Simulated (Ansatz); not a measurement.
## Electronic structure of ClH₃NSi (SMILES N[SiH]Cl) (doublet) in real space

```yaml
atoms:
  - { symbol: N, position_ang: [-0.9458, 0.3023, -0.3863] }
  - { symbol: Si, position_ang: [0.0076, -0.2971, 0.9438] }
  - { symbol: Cl, position_ang: [1.5506, -1.5132, 0.1903] }
  - { symbol: H, position_ang: [-1.4008, 1.2118, -0.2876] }
  - { symbol: H, position_ang: [-1.5089, -0.3354, -0.9502] }
  - { symbol: H, position_ang: [0.6356, 0.9386, 1.5441] }
```

The calculation used UKS PBE/6-31G* (Ansatz 0.2.0).

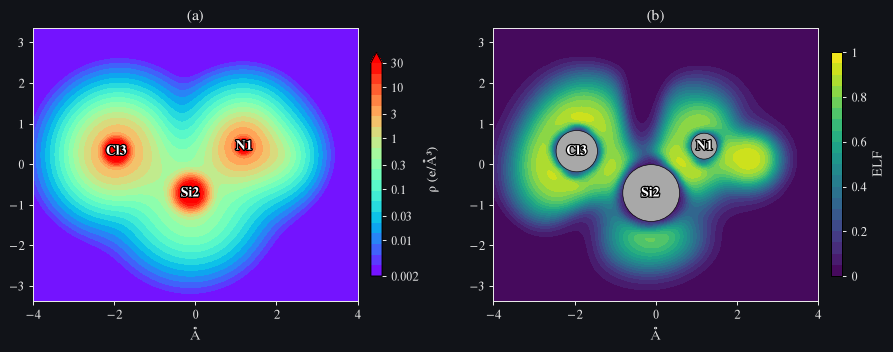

Figure 1. (a) total electron density; (b) ELF on the plane of atoms N1, Si2 and Cl3. Grey discs cover the atomic cores in the ELF map.

Question: Read the bonding off the picture.

Answer: The plane passes through N, Si and Cl nuclei.
Si–N (1.74 Å): the density is about 1 e/Å³ at the midpoint; the ELF peaks at about 0.90 between the atoms, as expected for a shared but strongly polarised pair.
Si–Cl (2.10 Å): ρ is about 0.8 e/Å³ halfway; the ELF peaks at about 0.85 between the atoms: a shared but strongly polarised pair.
The ELF also peaks beside Cl3, away from the bonds: non-bonding electrons, paired or unpaired.

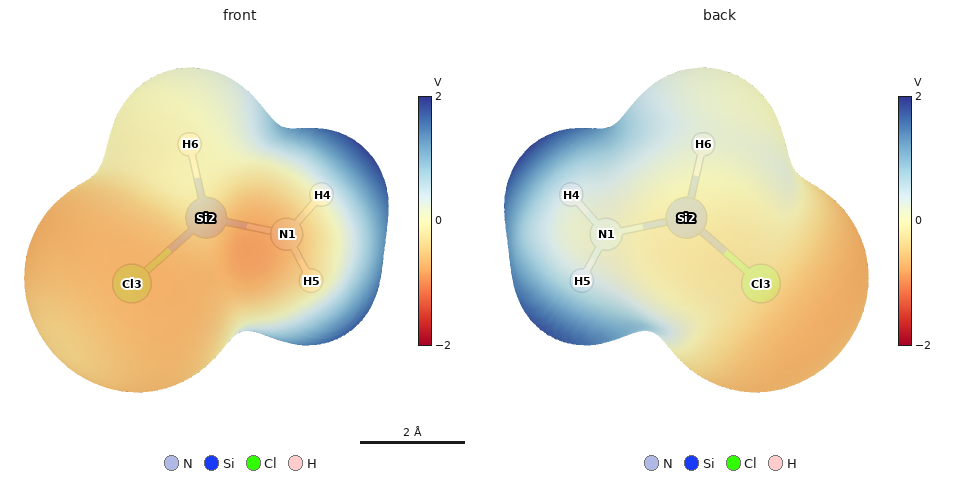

Figure 2. The molecular electrostatic potential painted on the density surface at 0.001 e/bohr³, seen from the front and from behind; the colour scale runs from red (negative) to blue (positive).

Question: Where is the surface potential most negative and most positive?

Answer: The most negative region (about −0.9 V, or −21 kcal/mol for a unit charge) lies over N1, the most positive (about +1.8 V, or +42 kcal/mol for a unit charge) over H4.

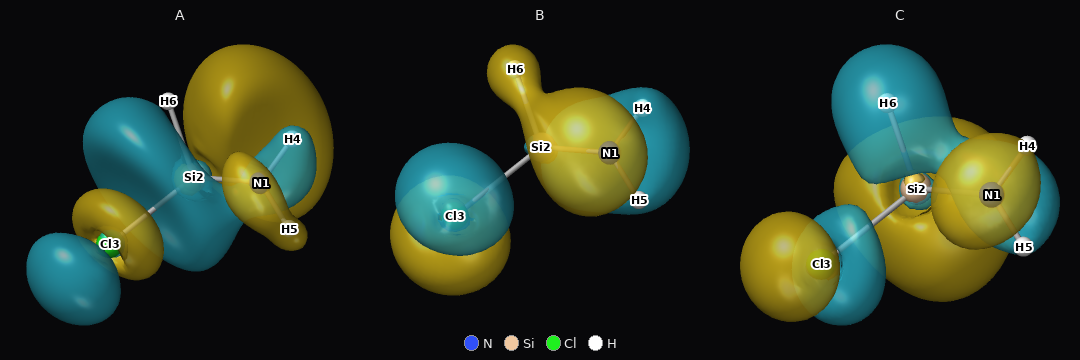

Figure 3. Three frontier orbitals at ±0.08 Å⁻³ᐟ² (yellow and cyan are the two phases), in no order.

Question: Which picture is the HOMO−1, the HOMO and the LUMO? All are α orbitals.

Answer: B is the HOMO−1 (α) (−6.97 eV). It lies mainly on N1 (about 45 %), Cl3 (about 35 %) and Si2 (about 15 %); largely a combination of lone pairs on N1 and Cl3. C is the HOMO (α) (−4.63 eV). It lies mainly on Si2 (about 55 %), N1 (about 20 %), Cl3 (about 15 %) and H6 (about 5 %). A is the LUMO (α) (−0.28 eV). It lies mainly on Si2 (about 60 %), Cl3 (about 20 %), N1 (about 10 %) and H6 (about 5 %).

Question: What is the gap between the highest occupied and lowest empty α orbitals?

Answer: 4.35 eV between the orbital energies.
